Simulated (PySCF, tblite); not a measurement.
# C5H3O2−: excited states, first hyperpolarisability

Aim: compute the excited states, first hyperpolarisability of C5H3O2− (`C#CC(=O)/C=C\[O-]`).

Computed with tblite 0.8.0 and PySCF 2.14.0 and routines of our own; the level stands in each step. Atoms count from 0.

## (1) The starting structure

10 atoms, charge -1, multiplicity 1; geometry from: force field or distance geometry start.

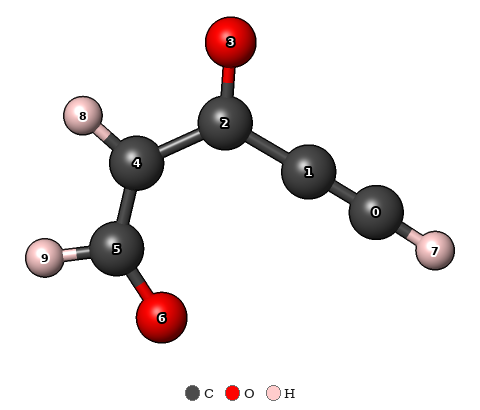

The starting geometry (carbon dark grey, oxygen red, hydrogen pink).

## (2) Relaxing the molecule with GFN2-xTB

The job: settings as JSON, then the geometry in Å.

```
{"job": {"kind": "relax", "xc": "GFN2-xTB", "basis": "xTB"}, "charge": -1, "multiplicity": 1}
C     -2.478400    -0.086400    -0.332100
C     -1.434200     0.407500    -0.042600
C     -0.146700     0.989400     0.331100
O     -0.165600     2.165100     0.726500
C      1.148400     0.281100     0.243800
C      1.382000    -0.976100    -0.178900
O      0.653900    -1.903200    -0.595100
H     -3.390500    -0.553600    -0.603200
H      1.990600     0.893400     0.553800
H      2.449400    -1.212600    -0.125800
```

The run is started by

```
$ OMP_NUM_THREADS=1 python excited_run.py task.json out
```

One launch serves the whole session: the jobs run in the order shown.

The log of the run:

```text
step      E/eV     max force
  0    -557.16013    3.632
  1    -557.24435    3.974
  2    -557.31022    2.583
  3    -557.36122    1.132
  4    -557.38489    0.500
  5    -557.40386    0.420
  6    -557.41231    0.297
  7    -557.41700    0.275
  8    -557.42311    0.252
  9    -557.42745    0.219
 10    -557.43005    0.177
 11    -557.43261    0.196
 12    -557.43572    0.269
 13    -557.43895    0.288
 14    -557.44169    0.174
 15    -557.44360    0.113
 16    -557.44460    0.069
 17    -557.44502    0.066
 18    -557.44531    0.057
 19    -557.44570    0.083
 20    -557.44623    0.090
 21    -557.44676    0.069
 22    -557.44712    0.057
 23    -557.44740    0.068
 24    -557.44777    0.072
 25    -557.44832    0.096
 26    -557.44905    0.099
 27    -557.44986    0.083
 28    -557.45065    0.088
 29    -557.45128    0.088
 30    -557.45161    0.054
 31    -557.45170    0.017
 32    -557.45171    0.006
```

Run time: 0.11 s. Hardware: 1 thread of Arm Neoverse V2, shared host.

The steps of the relaxation:

```csv
step,energy from step 0 (eV),largest force (eV/Å)
0,0.0000,3.6323
1,-0.0842,3.9736
2,-0.1501,2.5831
3,-0.2011,1.1317
4,-0.2248,0.5001
5,-0.2437,0.4198
6,-0.2522,0.2975
7,-0.2569,0.2752
8,-0.2630,0.2524
9,-0.2673,0.2191
10,-0.2699,0.1772
11,-0.2725,0.1959
12,-0.2756,0.2693
13,-0.2788,0.2884
14,-0.2816,0.1743
15,-0.2835,0.1130
16,-0.2845,0.0690
17,-0.2849,0.0661
18,-0.2852,0.0568
19,-0.2856,0.0827
20,-0.2861,0.0904
21,-0.2866,0.0689
22,-0.2870,0.0570
23,-0.2873,0.0679
24,-0.2876,0.0716
25,-0.2882,0.0958
26,-0.2889,0.0990
27,-0.2897,0.0831
28,-0.2905,0.0877
29,-0.2912,0.0880
30,-0.2915,0.0536
31,-0.2916,0.0166
32,-0.2916,0.0064
```

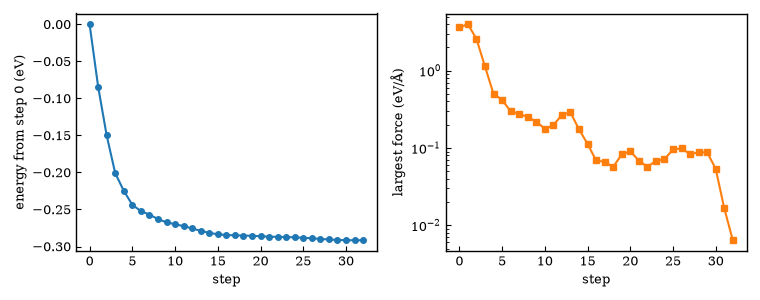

Energy and force, step by step.

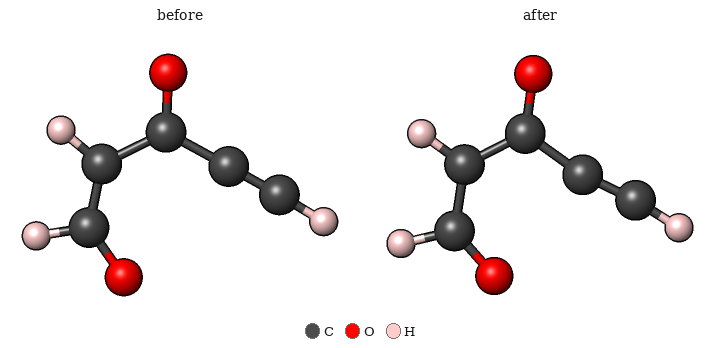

Before and after, at one scale.

Close pairs (by a distance rule), those that changed most:

```csv
bond,before (Å),after (Å),change (Å)
C2–C4,1.479,1.406,-0.073
C4–C5,1.347,1.395,+0.049
C5–H9,1.095,1.128,+0.034
C5–O6,1.250,1.236,-0.014
C0–C1,1.191,1.201,+0.011
C1–C2,1.461,1.452,-0.010
C2–O3,1.241,1.249,+0.009
C0–H7,1.060,1.052,-0.008
```

The end geometry stands in the next job.

## (3) Vibrational analysis with GFN2-xTB

The job: settings as JSON, then the geometry in Å.

```
{"job": {"kind": "ir", "xc": "GFN2-xTB", "basis": "xTB"}, "charge": -1, "multiplicity": 1}
C     -2.372950    -0.127852    -0.335814
C     -1.287086     0.302030    -0.053591
C     -0.100196     1.035764     0.346758
O     -0.239482     2.212750     0.741146
C      1.121693     0.346080     0.253848
C      1.297635    -0.967434    -0.183286
O      0.469699    -1.797505    -0.575338
H     -3.266849    -0.608442    -0.611613
H      2.006699     0.895696     0.556125
H      2.379719    -1.286432    -0.160763
```

The log of the run:

```text
mode    cm-1     km/mol
  1      92.8     14.51
  2     125.7      2.98
  3     191.2     12.55
  4     216.8      2.34
  5     297.8      4.81
  6     381.4      4.92
  7     525.8      7.06
  8     588.1      0.04
  9     642.6     22.45
 10     707.7     45.34
 11     772.6     31.09
 12     779.7      9.18
 13     794.8      5.02
 14     910.4     14.43
 15    1101.0      1.56
 16    1266.6    109.84
 17    1416.9     53.88
 18    1428.4      2.75
 19    1590.6   1083.29
 20    1674.0    393.03
 21    2226.3      3.79
 22    2506.1    543.95
 23    3021.8    137.98
 24    3346.5     21.88
```

It took 0.16 s on 1 thread of Arm Neoverse V2, shared host.

Which atoms move in the most intense modes:

```csv
cm⁻¹,km/mol,atoms
708,45.3,"C2 46 %, H7 32 %"
773,31.1,"C5 36 %, O3 22 %, C4 10 %"
1267,109.8,"C2 45 %, H8 43 %"
1417,53.9,"C4 38 %, C5 16 %, H8 13 %, O3 11 %"
1591,1083.3,"C2 58 %, O3 23 %, C4 14 %"
1674,393.0,"C5 64 %, O6 22 %"
2506,544.0,H9 94 %
3022,138.0,H8 93 %
```

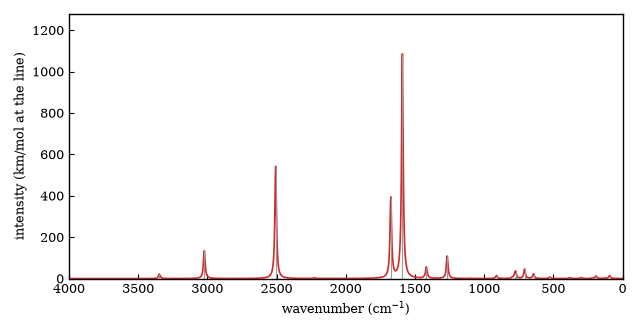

The infrared spectrum from these modes, unscaled. Lines are broadened to a width of 14 cm⁻¹ (Lorentzian).

## (4) Excited states: TDA B3LYP/def2-SVPD

Settings changed since step 3:

```diff
@@ -1,2 +1,2 @@
-{"job": {"kind": "ir", "xc": "GFN2-xTB", "basis": "xTB"}, "charge": -1, "multiplicity": 1}
+{"job": {"kind": "states", "xc": "B3LYP", "basis": "def2-SVPD", "tda": true, "soc": true, "nstates": 5, "ntriplets": 5, "nquad": 4}, "charge": -1, "multiplicity": 1}
 C     -2.372950    -0.127852    -0.335814
```

Method: TDA B3LYP/def2-SVPD excited states, vertical, gas phase, spin-orbit mean-field couplings.

The log of the run:

```text
coarse grid: 9464 points
cycle   1  E = -342.1695500996  dE =  1.155e+00  |g| = 1.131e+00  |ddm| = 1.017e+01
cycle   2  E = -340.8243024142  dE =  1.345e+00  |g| = 2.727e+00  |ddm| = 2.082e+01
cycle   3  E = -342.4171164363  dE = -1.593e+00  |g| = 3.122e-01  |ddm| = 1.973e+01
cycle   4  E = -342.4375973661  dE = -2.048e-02  |g| = 1.484e-01  |ddm| = 7.465e-01
cycle   5  E = -342.4425723019  dE = -4.975e-03  |g| = 4.295e-02  |ddm| = 2.552e-01
cycle   6  E = -342.4429474343  dE = -3.751e-04  |g| = 2.247e-02  |ddm| = 1.023e-01
cycle   7  E = -342.4430603632  dE = -1.129e-04  |g| = 6.559e-03  |ddm| = 3.581e-02
cycle   8  E = -342.4430706541  dE = -1.029e-05  |g| = 1.257e-03  |ddm| = 1.655e-02
cycle   9  E = -342.4430709016  dE = -2.475e-07  |g| = 7.522e-04  |ddm| = 3.678e-03
final grid: 94576 points
cycle  10  E = -342.5189065421  dE = -2.491e-05  |g| = 4.222e-03  |ddm| = 1.461e-01
cycle  11  E = -342.5188951006  dE =  1.144e-05  |g| = 8.459e-03  |ddm| = 1.683e-02
cycle  12  E = -342.5189102554  dE = -1.515e-05  |g| = 1.063e-03  |ddm| = 1.151e-02
cycle  13  E = -342.5189105297  dE = -2.743e-07  |g| = 2.253e-04  |ddm| = 1.980e-03
cycle  14  E = -342.5189105304  dE = -7.468e-10  |g| = 2.111e-04  |ddm| = 6.040e-04
cycle  15  E = -342.5189105408  dE = -1.042e-08  |g| = 1.753e-05  |ddm| = 3.563e-04
cycle  16  E = -342.5189105409  dE = -4.866e-11  |g| = 1.160e-05  |ddm| = 5.256e-05
converged SCF energy = -342.5189105409

Singlet excitations
state   eV       nm        f     d(h-e)  d(exc)  Lambda  PR(NTO)  |dmu|/D   mu/D   main configurations
  1   3.5608   348.2   0.00044   1.002   3.136   0.451   1.013    2.698    2.836   H-1->L 0.97
  2   4.0687   304.7   0.00019   0.657   2.978   0.486   1.022    1.435    0.510   H-2->L 0.97
  3   4.3780   283.2   0.30520   1.382   3.242   0.645   1.179    3.020    2.567   H->L 0.87
  4   4.8287   256.8   0.00150   0.893   4.202   0.219   1.002    3.289    2.662   H->L+1 0.54, H->L+2 0.45
  5   5.0238   246.8   0.00595   2.610   4.919   0.228   1.001                     H->L+2 0.53, H->L+1 0.45

Triplet excitations (Tamm-Dancoff)
state   eV     d(h-e)  d(exc)  Lambda  PR(NTO)   main configurations
  1   2.6419   0.794   2.917   0.674   1.007   H->L 0.98
  2   3.2545   0.683   3.031   0.451   1.030   H-1->L 0.91
  3   3.7304   0.415   2.919   0.483   1.059   H-2->L 0.93
  4   4.5845   0.541   2.595   0.671   1.156   H-3->L 0.86
  5   4.7732   0.904   4.035   0.230   1.003   H->L+2 0.54, H->L+1 0.44
S1 - T1 = 0.9188 eV

Spin-orbit couplings |<S|Hso|T>| (cm-1)
             T1       T2       T3       T4       T5
S0        0.009   17.825   45.976    0.349    7.420
S1       34.354    0.635    4.881    9.964    0.413
S2       17.319    4.889    0.523   19.293    0.043
S3        0.048   34.239   14.590    0.163    8.732
S4        4.733    0.146    0.023    0.780    0.095
S5        4.970    0.145    0.015    0.719    1.009
T1 sublevels (cm-1): 0.000 0.006 0.084   radiative rates (1/s): 0.00127 0.325 2.19
```

Wall time 22 s (1 thread of Arm Neoverse V2, shared host); peak memory 0.6 GiB.

In short:

```csv
quantity,value
S1 less T1,0.92 eV
```

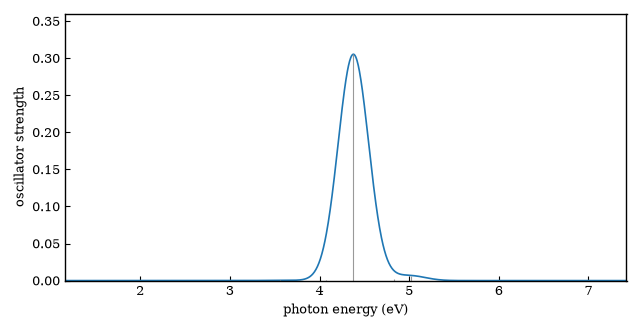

Absorption lines of the singlets. Lines are broadened to a width of 0.40 eV (Gaussian).

The fields below are evaluated on a grid from the run's orbitals.

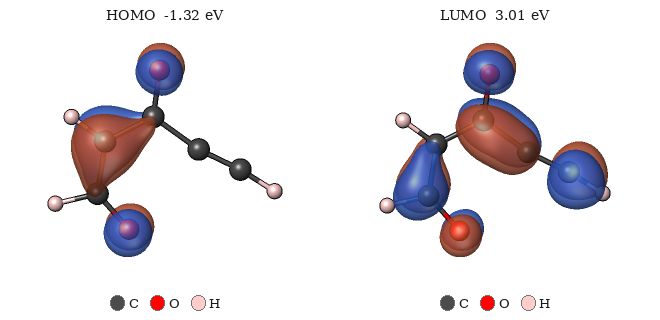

Frontier orbitals at B3LYP/def2-SVPD; each surface holds 70 % of the orbital's density, blue and red mark the sign.

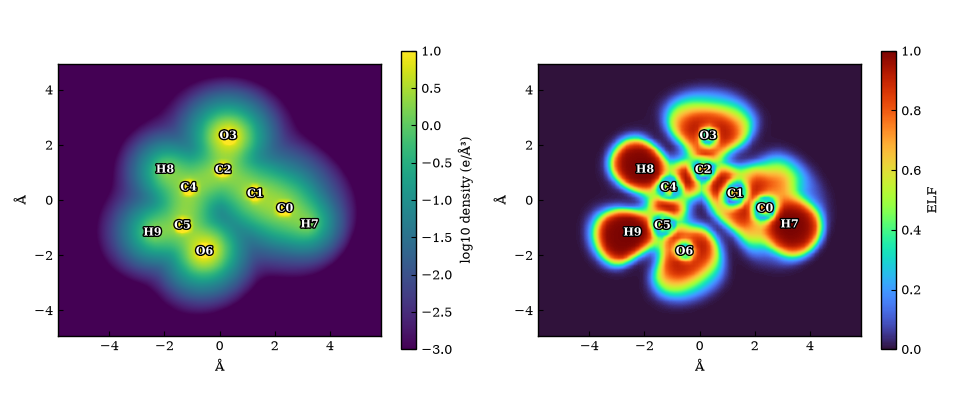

Density (left) and ELF (right) in a plane through or near 10 of the atoms.

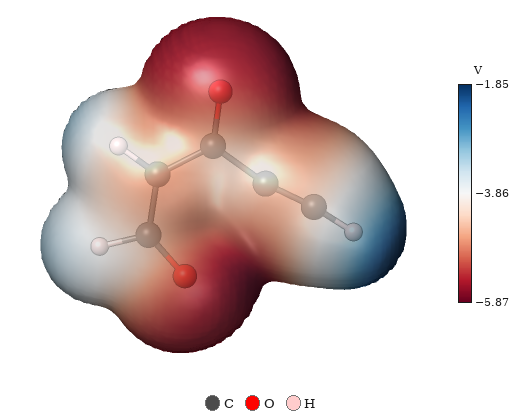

The potential that a unit positive charge feels on the 0.002 e/bohr³ surface, from the 1st to the 99th percentile, from -5.87 V near O6 to -1.85 V near H7.

## (5) Excited states: TDDFT B3LYP/def2-SVPD

Settings changed since step 4:

```diff
@@ -1,2 +1,2 @@
-{"job": {"kind": "states", "xc": "B3LYP", "basis": "def2-SVPD", "tda": true, "soc": true, "nstates": 5, "ntriplets": 5, "nquad": 4}, "charge": -1, "multiplicity": 1}
+{"job": {"kind": "states", "xc": "B3LYP", "basis": "def2-SVPD", "tpa": true, "nstates": 6, "nquad": 5, "ntriplets": 0}, "charge": -1, "multiplicity": 1}
 C     -2.372950    -0.127852    -0.335814
```

Level: TDDFT B3LYP/def2-SVPD excited states, vertical, gas phase, two-photon moments by quadratic response.

The log of the run:

```text
coarse grid: 9464 points
cycle   1  E = -342.1695500996  dE =  1.155e+00  |g| = 1.131e+00  |ddm| = 1.017e+01
cycle   2  E = -340.8243024142  dE =  1.345e+00  |g| = 2.727e+00  |ddm| = 2.082e+01
cycle   3  E = -342.4171164363  dE = -1.593e+00  |g| = 3.122e-01  |ddm| = 1.973e+01
cycle   4  E = -342.4375973661  dE = -2.048e-02  |g| = 1.484e-01  |ddm| = 7.465e-01
cycle   5  E = -342.4425723019  dE = -4.975e-03  |g| = 4.295e-02  |ddm| = 2.552e-01
cycle   6  E = -342.4429474343  dE = -3.751e-04  |g| = 2.247e-02  |ddm| = 1.023e-01
cycle   7  E = -342.4430603632  dE = -1.129e-04  |g| = 6.559e-03  |ddm| = 3.581e-02
cycle   8  E = -342.4430706541  dE = -1.029e-05  |g| = 1.257e-03  |ddm| = 1.655e-02
cycle   9  E = -342.4430709016  dE = -2.475e-07  |g| = 7.522e-04  |ddm| = 3.678e-03
final grid: 94576 points
cycle  10  E = -342.5189065421  dE = -2.491e-05  |g| = 4.222e-03  |ddm| = 1.461e-01
cycle  11  E = -342.5188951006  dE =  1.144e-05  |g| = 8.459e-03  |ddm| = 1.683e-02
cycle  12  E = -342.5189102554  dE = -1.515e-05  |g| = 1.063e-03  |ddm| = 1.151e-02
cycle  13  E = -342.5189105297  dE = -2.743e-07  |g| = 2.253e-04  |ddm| = 1.980e-03
cycle  14  E = -342.5189105304  dE = -7.468e-10  |g| = 2.111e-04  |ddm| = 6.040e-04
cycle  15  E = -342.5189105408  dE = -1.042e-08  |g| = 1.753e-05  |ddm| = 3.563e-04
cycle  16  E = -342.5189105409  dE = -4.866e-11  |g| = 1.160e-05  |ddm| = 5.256e-05
converged SCF energy = -342.5189105409

Singlet excitations
state   eV       nm        f     d(h-e)  d(exc)  Lambda  PR(NTO)  |dmu|/D   mu/D   delta(TPA)   sigma/GM   main configurations
  1   3.5496   349.3   0.00040   1.007   3.143   0.451   1.012    2.676    2.808        0.19      0.001   H-1->L 0.96
  2   4.0569   305.6   0.00023   0.638   2.986   0.486   1.021    1.425    0.495        0.54      0.003   H-2->L 0.97
  3   4.0990   302.5   0.22282   1.324   3.196   0.646   1.180    3.011    2.561      122.22      0.752   H->L 0.95
  4   4.8270   256.9   0.00129   0.893   4.200   0.219   1.003    3.294    2.684       75.00      0.640   H->L+1 0.54, H->L+2 0.46
  5   5.0231   246.8   0.00569   2.626   4.923   0.228   1.001    9.522    8.721        6.01      0.056   H->L+2 0.53, H->L+1 0.45
  6   5.2540   236.0   0.00042   2.103   3.797   0.247   1.002                                            H->L+3 0.98
```

Run time: 22 s. Hardware: 1 thread of Arm Neoverse V2, shared host; peak memory 0.61 GiB.

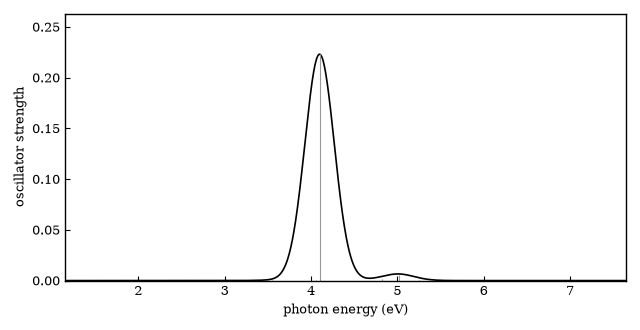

Absorption lines of the singlets. Lines are broadened to a width of 0.40 eV (Gaussian).

## (6) First hyperpolarisability: quadratic response wB97X-D/def2-SVPD

Settings changed since step 5:

```diff
@@ -1,2 +1,2 @@
-{"job": {"kind": "states", "xc": "B3LYP", "basis": "def2-SVPD", "tpa": true, "nstates": 6, "nquad": 5, "ntriplets": 0}, "charge": -1, "multiplicity": 1}
+{"job": {"kind": "beta", "xc": "wB97X-D", "basis": "def2-SVPD", "wavelengths": [1907, 1340]}, "charge": -1, "multiplicity": 1}
 C     -2.372950    -0.127852    -0.335814
```

With the program's defaults for keys left out, this is: quadratic response wB97X-D/def2-SVPD first hyperpolarisability, Taylor convention, gas phase.

The log of the run:

```text
coarse grid: 9464 points
cycle   1  E = -342.0462808356  dE =  1.295e+00  |g| = 1.136e+00  |ddm| = 8.136e+00
cycle   2  E = -341.7099161548  dE =  3.364e-01  |g| = 1.806e+00  |ddm| = 5.013e+00
cycle   3  E = -342.3186380288  dE = -6.087e-01  |g| = 1.275e-01  |ddm| = 3.055e+00
cycle   4  E = -342.3222039599  dE = -3.566e-03  |g| = 5.861e-02  |ddm| = 4.576e-01
cycle   5  E = -342.3229798105  dE = -7.759e-04  |g| = 2.022e-02  |ddm| = 1.813e-01
cycle   6  E = -342.3230639537  dE = -8.414e-05  |g| = 7.772e-03  |ddm| = 5.832e-02
cycle   7  E = -342.3230799633  dE = -1.601e-05  |g| = 2.119e-03  |ddm| = 2.904e-02
cycle   8  E = -342.3230816521  dE = -1.689e-06  |g| = 7.009e-04  |ddm| = 1.167e-02
final grid: 94576 points
cycle   9  E = -342.3861205307  dE = -7.590e-05  |g| = 4.031e-03  |ddm| = 2.603e-01
cycle  10  E = -342.3861212636  dE = -7.329e-07  |g| = 3.977e-03  |ddm| = 2.409e-02
cycle  11  E = -342.3861243354  dE = -3.072e-06  |g| = 1.021e-03  |ddm| = 6.894e-03
cycle  12  E = -342.3861245546  dE = -2.193e-07  |g| = 3.709e-04  |ddm| = 2.253e-03
cycle  13  E = -342.3861245919  dE = -3.724e-08  |g| = 6.823e-05  |ddm| = 1.221e-03
cycle  14  E = -342.3861245942  dE = -2.323e-09  |g| = 3.005e-05  |ddm| = 2.800e-04
cycle  15  E = -342.3861245947  dE = -5.166e-10  |g| = 1.876e-05  |ddm| = 1.427e-04
converged SCF energy = -342.3861245947

Lowest singlets (eV, f): 3.9143 0.0005  4.3291 0.2788  4.3915 0.0004

First hyperpolarisability (au)
process     nm      |vector|   parallel      HRS      DR
static         -       42.37      -7.32      108.0   1.539
shg       1907.0       63.44      -9.43     119.79   1.574
eope      1907.0       48.75      -7.96          -       -
shg       1340.0       92.28      -12.3     135.21    1.62
eope      1340.0       55.94      -8.68          -       -
```

Run time: 23 s. Hardware: 1 thread of Arm Neoverse V2, shared host; peak memory 0.61 GiB.

## (7) Summary of results

```
                                               quantity                                             value
              strongest single infrared mode (GFN2-xTB)                            1591 cm⁻¹, 1083 km/mol
                           zero-point energy (GFN2-xTB)                                     38.0 kcal/mol
               S1 less T1 (step 4, TDA B3LYP/def2-SVPD)                                           0.92 eV
β vector (step 6, quadratic response wB97X-D/def2-SVPD)  static 42, SHG 1907.0 nm 63, SHG 1340.0 nm 92 au
```

**Reading.** All 24 modes are real, so the xTB geometry is a minimum. The strongest single mode, at 1591 cm⁻¹, moves mainly C2. Unscaled tight-binding wavenumbers are off by several per cent, some by more. Its intensities can rank the bands wrongly. For an anion in the gas phase, states above the energy of detachment are held by the basis alone, so excitations and responses hang on it. In step 4, the number of triplets below S1 is 2, and the largest singlet-triplet spin-orbit coupling is S0–T3, 45.98 cm⁻¹. β grows from 42 au (static) to 92 au for doubling at 1340.0 nm: normal dispersion, which grows as twice the photon energy moves toward the bright states.
